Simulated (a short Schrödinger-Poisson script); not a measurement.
System: MOS inversion layer, SiO2 on p-type Ge(111), at 400 K.

| layer | material | thickness (nm) | Na (cm⁻³) |
|---|---|---|---|
| 1 | SiO2 | 1.1 | - |
| 2 | Ge | 900 | 1e17 |

Constants are typed, rounded textbook-type inputs, not results; the design itself was drawn at random and stands for no fabricated device. SiO2: permittivity 3.9, conduction-band edge (eV) 3.1, gap (eV) 9, electron mass (mₑ) 0.5. Ge: permittivity 16, conduction-band edge (eV) 0, gap (eV) 0.664, Nv at 300 K (cm⁻³) 6e18.

Channel valleys (confinement mass, in-plane density-of-states mass, number): L1 1.59, 0.08, 1; L3 0.09, 0.34, 3. At the gate the conduction-band edge of layer 1 lies 3.46 eV − eVg above the Fermi level of the channel; the field vanishes at the back. Gaps are held at their typed values at every temperature. Mesh 0.03 nm at interfaces.

Solved with a short Schrödinger-Poisson script written for these runs: 1D Poisson equation in equilibrium, electrons quantum, Hartree (BenDaniel-Duke, 12 states a valley, the channel's in-plane mass for all, wave functions free to enter the dielectric), parabolic valleys, classical holes, full ionisation, no traps, pinning or gate leakage.

Only gate voltages with over 1e8 electrons/cm² are shown.

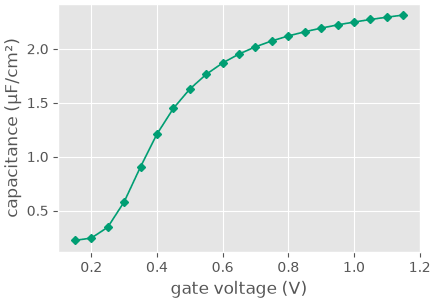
Figure. Quasi-static capacitance against gate voltage

| Vg (V) | electrons (cm⁻²) | C (μF/cm²) | L1 E0 (meV) | L1 E1 (meV) | L3 E0 (meV) | L3 E1 (meV) |
|---|---|---|---|---|---|---|
| 0.15 | 5.58e9 | 0.223 | 267.4 | 285.6 | 300.5 | 344.6 |
| 0.2 | 1.71e10 | 0.245 | 222.9 | 242.4 | 258.3 | 306.0 |
| 0.25 | 5.34e10 | 0.345 | 179.5 | 200.5 | 217.3 | 268.3 |
| 0.3 | 1.51e11 | 0.580 | 139.7 | 162.6 | 180.5 | 234.9 |
| 0.35 | 3.52e11 | 0.906 | 106.1 | 131.7 | 150.8 | 208.9 |
| 0.4 | 6.64e11 | 1.21 | 79.0 | 108.1 | 128.6 | 190.6 |
| 0.45 | 1.07e12 | 1.45 | 57.2 | 90.1 | 112.0 | 177.9 |
| 0.5 | 1.54e12 | 1.63 | 39.1 | 76.0 | 99.3 | 168.9 |
| 0.55 | 2.07e12 | 1.76 | 23.7 | 64.6 | 89.1 | 162.2 |
| 0.6 | 2.63e12 | 1.87 | 10.2 | 55.1 | 80.7 | 157.1 |
| 0.65 | 3.22e12 | 1.95 | -1.8 | 46.9 | 73.5 | 153.1 |
| 0.7 | 3.84e12 | 2.02 | -12.8 | 39.8 | 67.3 | 149.8 |
| 0.75 | 4.48e12 | 2.07 | -23.0 | 33.3 | 61.7 | 147.0 |
| 0.8 | 5.13e12 | 2.12 | -32.5 | 27.5 | 56.6 | 144.7 |
| 0.85 | 5.80e12 | 2.16 | -41.5 | 22.2 | 51.9 | 142.7 |
| 0.9 | 6.48e12 | 2.19 | -50.0 | 17.2 | 47.6 | 141.0 |
| 0.95 | 7.17e12 | 2.22 | -58.1 | 12.6 | 43.5 | 139.4 |
| 1 | 7.86e12 | 2.25 | -65.9 | 8.3 | 39.7 | 138.1 |
| 1.05 | 8.57e12 | 2.27 | -73.4 | 4.2 | 36.1 | 136.9 |
| 1.1 | 9.28e12 | 2.29 | -80.7 | 0.3 | 32.6 | 135.8 |
| 1.15 | 1.00e13 | 2.31 | -87.7 | -3.4 | 29.3 | 134.8 |

Subbands count from the Fermi level.

Only the L valleys are kept; under strong confinement the Δ valleys of Ge fill too.
